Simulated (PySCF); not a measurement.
SMILES CO[SiH]([GeH3])[GeH3] at its GFN2-xTB optimised geometry (Å):

```
15

Si     1.2280    -0.0020     0.0000
Ge     2.2524     0.6746     1.9678
Ge    -1.1219    -0.0020     0.0000
O      1.7812     1.1123    -1.0408
C      1.3324     1.2997    -2.3460
H      1.6582    -1.3495    -0.4140
H      2.4169    -0.4662     2.9263
H      3.6330     1.2389     1.8469
H      1.5170     1.6948     2.7852
H     -1.7487    -0.6649    -1.1980
H     -1.7812     1.3495     0.0000
H     -1.7788    -0.7021     1.1492
H      1.7054     0.5060    -2.9973
H      0.2373     1.2974    -2.3829
H      1.7019     2.2614    -2.7017
```

Level of theory: PySCF 2.14.0 with PBE0/def2-TZVP.

Map of the deformation density (molecule minus spherical neutral atoms) (e/bohr³) on the plane z = 0.8 Å:

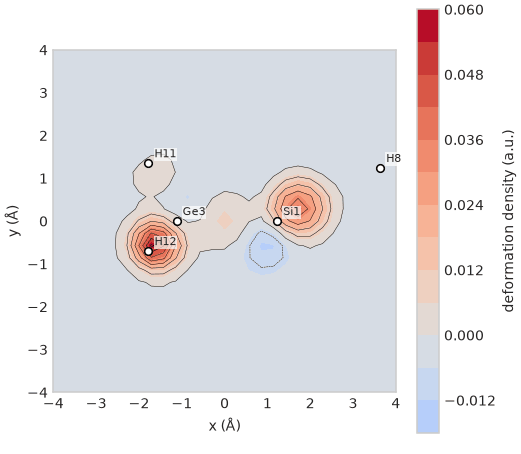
Deformation density (molecule minus spherical neutral atoms) (e/bohr³) on the plane z = 0.8 Å.
